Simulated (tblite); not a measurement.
# Run report: C7H8GeO2, frequency calculation

System: C7H8GeO2.
Method: GFN2-xTB harmonic vibrations, gas phase (tblite 0.8.0).

It belongs to a series of runs on one base structure; here: CH2 inserted into a C-C bond.

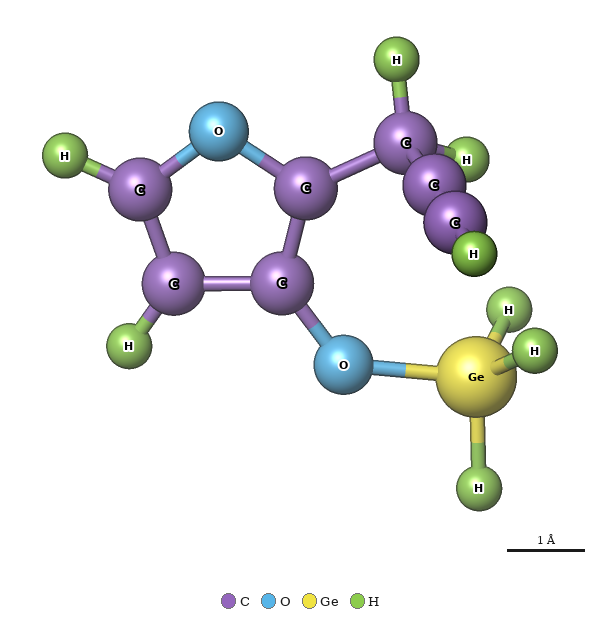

Fig. 1: The input geometry (ball-and-stick view, seen at a tilt). Sticks mark near contacts. Bond lengths as drawn: C–C 1.20 to 1.50 Å, C–H 1.05 to 1.10 Å, C–O 1.34 to 1.36 Å, Ge–H 1.49 to 1.51 Å and Ge–O 1.75 Å.

## Input file
```
{"job": {"kind": "ir", "xc": "GFN2-xTB", "basis": "xTB"}, "charge": 0, "multiplicity": 1}
C      2.188153    -2.065236     0.784859
C      1.728713    -1.325135    -0.035674
C      1.148507    -0.393706    -0.988165
C      0.517777     0.756184    -0.269197
O      1.174948     1.942179    -0.231541
C      0.433491     2.790839     0.496666
C     -0.698556     2.186966     0.941280
C     -0.645918     0.853351     0.444305
O     -1.599223    -0.073702     0.688226
Ge    -2.022421    -1.581480    -0.091261
H      2.605117    -2.719296     1.491206
H      0.398408    -0.919913    -1.594027
H      1.931398    -0.011821    -1.648249
H      0.811152     3.785754     0.622687
H     -1.477654     2.607677     1.541633
H     -2.347241    -1.328096    -1.541287
H     -3.234585    -1.907638     0.708913
H     -0.920824    -2.590612     0.043330
```

The first line tells a small driver script what to run in tblite; the rest is the geometry in Å.

Hardware: 1 CPU thread, shared host.

Launch command:
```bash
OMP_NUM_THREADS=1 python <driver script> task.json out
```

## What the program printed
```
mode    cm-1     km/mol
  1      38.9      0.83
  2      56.6      1.65
  3      84.3      0.28
  4     111.9      1.36
  5     174.3      1.21
  6     228.0      2.85
  7     230.9      2.51
  8     292.0      1.57
  9     313.4      4.14
 10     329.1      8.69
 11     434.7      5.02
 12     494.9     44.91
 13     565.7     76.68
 14     599.3     15.57
 15     607.2     28.02
 16     631.2      1.20
 17     638.8     52.33
 18     642.1     40.88
 19     712.1    146.79
 20     752.3    232.02
 21     761.1     11.92
 22     800.7     22.99
 23     805.8    148.93
 24     822.1    166.07
 25     823.4     13.28
 26     880.2      2.03
 27     892.3      6.33
 28     988.3      3.00
 29    1049.9     21.29
 30    1075.7     75.48
 31    1139.9      0.55
 32    1160.2      8.13
 33    1240.6    177.94
 34    1248.8     61.75
 35    1285.4     15.45
 36    1395.2     20.54
 37    1409.8     12.14
 38    1504.9     18.59
 39    1631.5    105.03
 40    1915.7    175.93
 41    1995.5    420.70
 42    2094.5    370.15
 43    2290.0     11.85
 44    2886.5     41.18
 45    2969.9     12.59
 46    3170.8      4.36
 47    3196.7      9.58
 48    3395.4      6.61
```

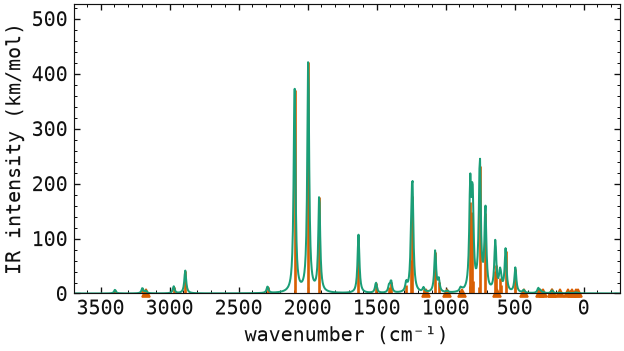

Fig. 2: Harmonic infrared spectrum, unscaled: sticks (degenerate modes added up, dark ones marked on the axis) with a Lorentzian envelope of 16 cm⁻¹ full width, scaled to the tallest stick. 48 modes from 39 to 3395 cm⁻¹, none imaginary. The strongest line is at 1996 cm⁻¹ (421 km/mol).

## Key numbers

- outcome: converged
- total energy: −790.8923 eV
- zero-point energy: 75.4360 kcal/mol
- wall time: 1.3 s
- peak memory: 0.18 GiB
